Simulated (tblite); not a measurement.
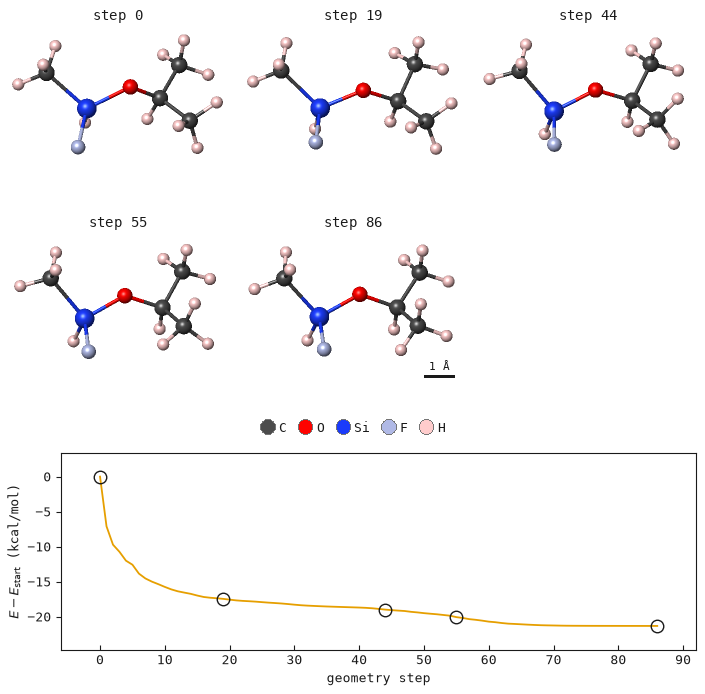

Frames of a relaxation of C4H11FOSi, marked on the history of the run. Style: ball-and-stick. Shown at a tilt.

Computed with GFN2-xTB geometry optimisation, gas phase (tblite 0.8.0). 

Q: Describe the path.

A: The largest move after the best rigid fit is that of an H atom, 1.36 Å. Largest moves by element: H 1.36 Å, O 0.80 Å, F 0.42 Å, C 0.30 Å, Si 0.20 Å. Among the contacts that change: O–Si 1.712 → 1.605 Å, F–Si 1.705 → 1.622 Å, C–H 1.124 → 1.087 Å, C–C 1.490 → 1.525 Å. Among the angles between lasting bonds that change: C–O–Si 112.3° → 132.3°, C–Si–H 107.3° → 116.8°, C–C–O 114.1° → 107.8°. Groups turn about C–C by about 45°, O–Si by about 40°, C–O by about 40°. The energy falls by 21.3 kcal/mol in 86 geometry steps. Cost: 0.57 s on 1 thread of INTEL(R) XEON(R) PLATINUM 8581C CPU @ 2.10GHz, on a shared host. From step 0 to 19: O and H atoms move most (0.34 Å), energy −17.5 kcal/mol. From step 19 to 44: an H atom moves most (0.44 Å), energy −1.53 kcal/mol. From step 44 to 55: an H atom moves most (0.52 Å), energy −1.08 kcal/mol. From step 55 to 86: an H atom moves most (0.32 Å), energy −1.26 kcal/mol.

| step | E − E(0), kcal/mol |
| --- | --- |
| 0 | 0.00 |
| 1 | -7.10 |
| 2 | -9.72 |
| 3 | -10.74 |
| 4 | -12.00 |
| 5 | -12.58 |
| 6 | -13.85 |
| 7 | -14.54 |
| 8 | -14.99 |
| 9 | -15.36 |
| 10 | -15.75 |
| 14 | -16.74 |
| 18 | -17.37 |
| 22 | -17.74 |
| 26 | -17.99 |
| 30 | -18.28 |
| 34 | -18.51 |
| 38 | -18.64 |
| 42 | -18.80 |
| 46 | -19.13 |
| 50 | -19.49 |
| 54 | -19.86 |
| 58 | -20.45 |
| 62 | -20.90 |
| 66 | -21.14 |
| 70 | -21.26 |
| 74 | -21.30 |
| 78 | -21.31 |
| 82 | -21.32 |
| 86 | -21.32 |
